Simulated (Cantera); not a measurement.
A closed system holds: 1 mol Al(CH3)3, 8.6 mol O2, 57 mol N2, equilibrated at 0.920 bar.

Method: chemical equilibrium by Gibbs-energy minimisation in Cantera with the NASA 1993 tables (ideal gas, pure condensed phases). Candidate condensed phases: Al, AlN, Al2O3, C, C6H6, C7H8, C8H18, H2O; 148 gas species. The feed counts by its element totals alone. Gases not in the tables: Al(OH)3. Rates play no part.

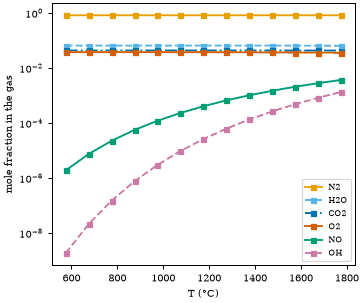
Fig. 1. Equilibrium gas composition (values under 1e-9 drawn at 1e-9)

### Question
Read off the mole fractions at 1575 °C.

### Answer
N2 about 0.85, H2O about 0.067, CO2 about 0.045, O2 about 0.038, NO about 0.0021, OH about 0.00050.
